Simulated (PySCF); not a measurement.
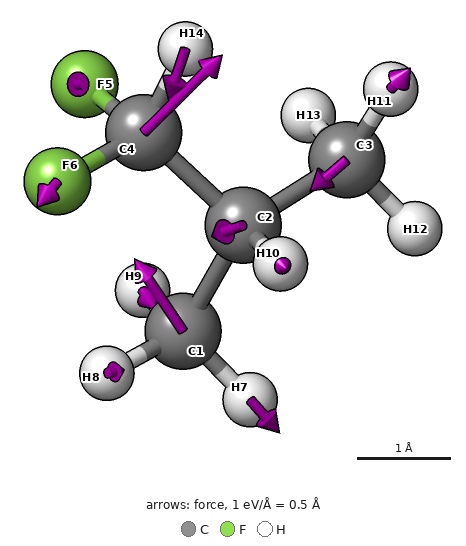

Starting geometry of C4H8F2 with the computed forces as purple arrows. Style: ball-and-stick. Shown from a free direction.

The start comes from GFN2-xTB. Its atoms were then displaced at random by about 0.01 Å.

The calculation used PBE0-D3(BJ)/def2-TZVP geometry optimisation, gas phase (PySCF). 

> What follows when this structure is relaxed?

It isn't relaxed: the largest force vector, on C4, is 2.52 eV/Å. The final displacements follow the starting forces only in part (cosine between the two patterns 0.31). The atom that moves furthest after the best rigid fit is H13 (0.11 Å). By element the largest moves are H 0.11 Å, F 0.06 Å, C 0.04 Å. Some distances before and after: C4–H14 1.145 → 1.096 Å, C1–C2 1.556 → 1.521 Å, C1–H7 1.061 → 1.092 Å, C4–F6 1.336 → 1.361 Å. Among the angles between lasting bonds that change: H7–C1–H9 110.7° → 108.0°, F5–C4–H14 104.8° → 107.4°, C2–C4–F6 113.3° → 110.9°. Over 5 geometry steps the energy falls by 0.137 eV.
